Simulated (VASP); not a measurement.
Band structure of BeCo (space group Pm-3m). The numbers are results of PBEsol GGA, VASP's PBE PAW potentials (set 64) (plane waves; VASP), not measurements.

The run has a spin-polarised start.

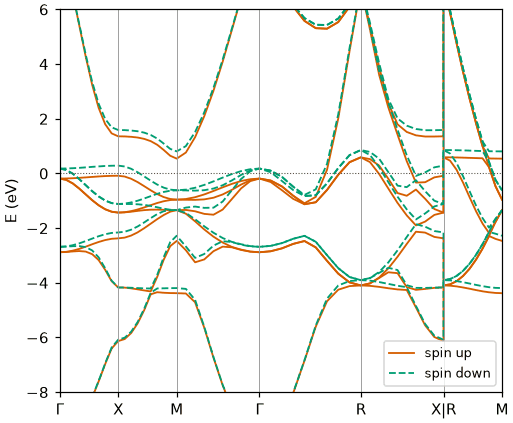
Bands along high-symmetry lines, zero at the valence-band maximum or, without a gap, the Fermi level

Read the plot: is there a gap, and where are the band edges?

It has no gap at this level: it comes out as a metal or semimetal.

The structure comes from a computed database's BeCo entry (Pm-3m); how it stands against other phases isn't given here. The cell was not relaxed at this level.
